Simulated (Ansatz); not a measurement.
C2H12N2Si2

Input file:

```
crystal:
  periodic: [false, false, false]
  atoms:
    - { symbol: C, position_ang: [0.9062, -2.138, -0.4706] }
    - { symbol: "N", position_ang: [1.1744, -0.7542, -0.9374] }
    - { symbol: Si, position_ang: [0.1031, 0.581, -0.9404] }
    - { symbol: "N", position_ang: [1.2758, 1.655, -1.6996] }
    - { symbol: Si, position_ang: [-0.6151, 1.2644, 1.1342] }
    - { symbol: C, position_ang: [-1.7676, 0.0112, 1.8334] }
    - { symbol: H, position_ang: [0.0011, -2.4884, -0.99] }
    - { symbol: H, position_ang: [1.7316, -2.7481, -0.7113] }
    - { symbol: H, position_ang: [0.6873, -2.1059, 0.6405] }
    - { symbol: H, position_ang: [2.0616, -0.4553, -0.496] }
    - { symbol: H, position_ang: [0.77301, -0.7318, -1.89656] }
    - { symbol: H, position_ang: [0.6976, 2.4244, -2.0841] }
    - { symbol: H, position_ang: [1.5489, 1.1659, -2.5019] }
    - { symbol: H, position_ang: [0.501, 1.4714, 2.1054] }
    - { symbol: H, position_ang: [-1.3337, 2.5576, 1.0358] }
    - { symbol: H, position_ang: [-2.1473, 0.3373, 2.8299] }
    - { symbol: H, position_ang: [-2.6148, -0.1347, 1.1745] }
    - { symbol: H, position_ang: [-1.276, -0.9498, 1.9831] }
basis:
  gaussian: { orbitals: "6-31G*" }
hamiltonian:
  xc: pbe0
relax:
  f_tol: 0.02
  max_steps: 50
output:
  orbitals: {}
```

Launched as:

```sh
ansatz run input.yaml --threads 2 --pin off --max-ram 3072MiB --backend cpu --events-out ev --progress --plain --runs-dir out
```

The fields are those of the relaxed geometry.

All numbers below come from RKS PBE0/6-31G* in Ansatz.

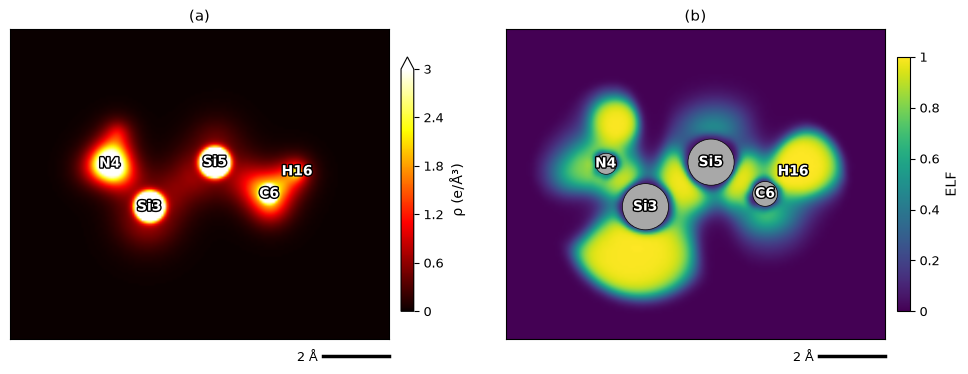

Figure 1. (a) electron density; (b) ELF on the plane of atoms Si3, Si5 and C6. Grey discs cover the atomic cores in the ELF map.

> What do the fields say about this system?

- Atoms in the plane: Si, N, C and H.
- Si–N (1.78 Å): ρ at the midpoint is about 0.97 e/Å³; the ELF peaks at about 0.90 between the atoms: a shared but strongly polarised pair.
- C–Si (1.90 Å): ρ is about 0.9 e/Å³ halfway; the ELF peaks at about 0.95 between the atoms, as expected for a covalent bond.
- Si–Si (2.40 Å): ρ at the midpoint is about 0.59 e/Å³; the ELF peaks at about 1 between the atoms, as expected for a covalent bond.
- C–H (1.10 Å): the density is about 1.9 e/Å³ at the midpoint; the ELF climbs to about 1 towards the hydrogen, as it does in any bond to H: an ordinary covalent bond to hydrogen.
- The ELF also peaks beside Si3, away from the bonds: lone-pair regions.

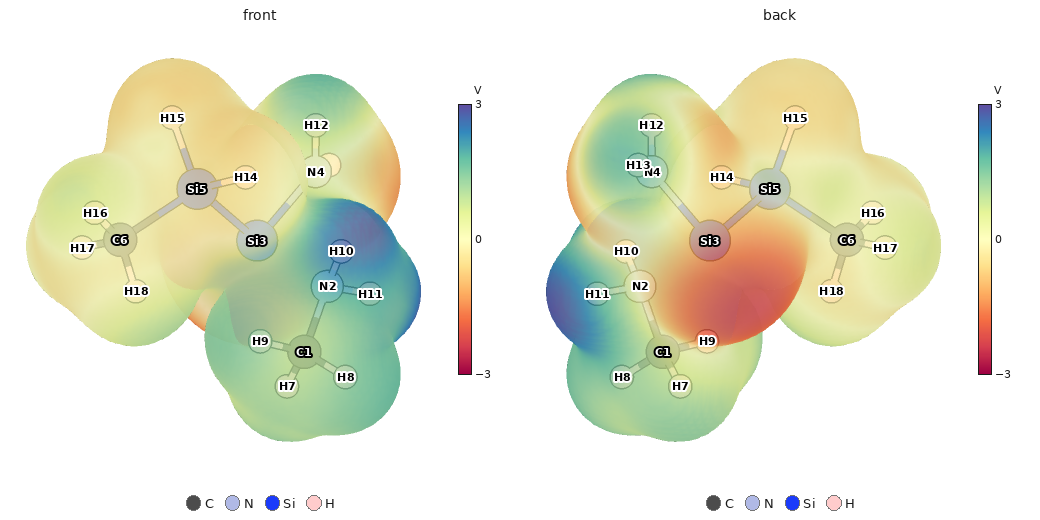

Figure 2. The electrostatic potential painted on the density surface at 0.004 e/bohr³, seen from the front and from behind; the colour scale runs from red (negative) to blue (positive).

> Which sites attract a positive test charge, and which a negative one?

A positive charge is drawn to the negative regions and a negative charge to the positive ones. The most negative region (about −2.3 V, or −53 kcal/mol for a unit charge) lies over Si3, the most positive (about +2.8 V, or +65 kcal/mol for a unit charge) over H10 and H11.

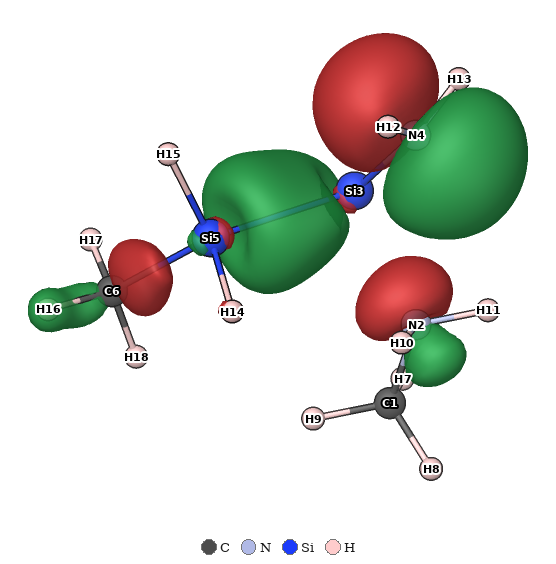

Figure 3. The HOMO−1 at ±0.1 Å⁻³ᐟ² (green and red are the two phases), seen at a tilt.

> Where does this orbital lie, and at what energy?

It lies mainly on N4 (about 55 %), Si3 (about 15 %), Si5 (about 10 %) and N2 (about 5 %). Its energy is −6.37 eV.
